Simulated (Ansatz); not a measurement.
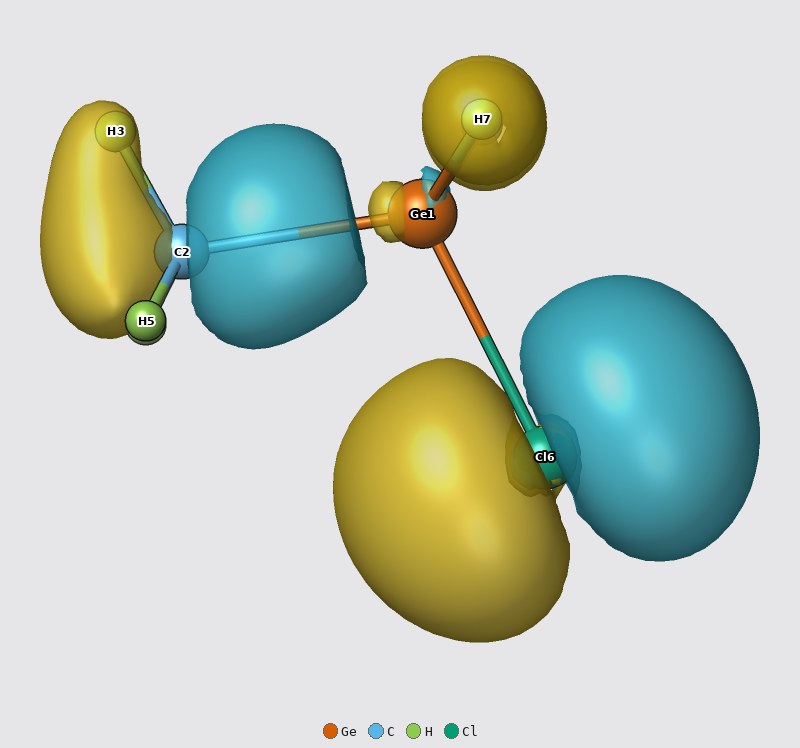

The picture shows: CH5ClGe. The HOMO at ±0.1 Å⁻³ᐟ² (yellow and cyan are the two phases), seen at a tilt.

Level of theory: Ansatz, RKS B3LYP-D4/def2-SVP.

```xyz
8

Ge   -0.0364   -0.0131    0.0118
C     0.0043   -0.0019    1.9653
H    -1.0197   -0.0850    2.3627
H     0.6015   -0.8490    2.3322
H     0.4543    0.9344    2.3255
Cl    2.0264    0.1565   -0.7001
H    -0.8045    1.1930   -0.5639
H    -0.5925   -1.3349   -0.5537
```

Question: Describe this orbital and give its energy.

Answer: It lies mainly on Cl6 (about 70 %), C2 (about 10 %) and Ge1 (about 10 %); largely a lone pair of Cl6. Its energy is −7.99 eV.
